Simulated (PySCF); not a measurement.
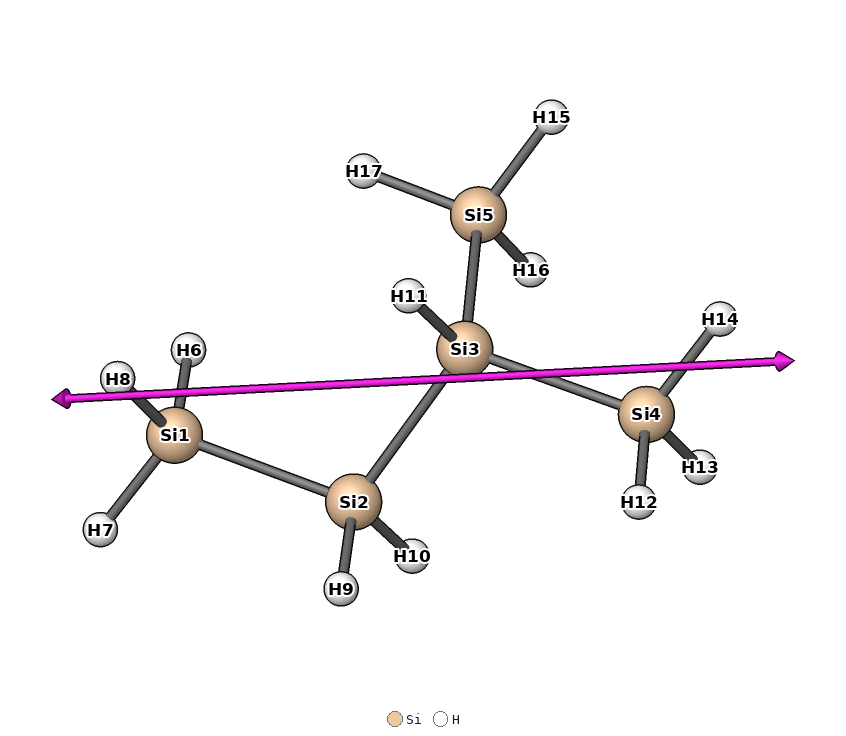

The double arrow shows the direction of the transition dipole to excited singlet state 7 (its length means nothing). The geometry was computed by an optimisation with PBE0-D3(BJ)/def2-SVP. No frequency run is at hand to confirm it as a minimum. Level of theory: TDDFT PBE0/def2-SVPD, vertical, gas phase, core orbitals frozen in the response (PySCF 2.14.0).

Question: How is the transition polarised?

Answer: Close to the long direction Si1···Si4.

Question: Give its energy, strength and character.

Answer: 6.74 eV (184 nm), oscillator strength 0.24, of mixed character, with the largest part HOMO−1 → LUMO+1 (weight 0.36); transition dipole 3.06 D.
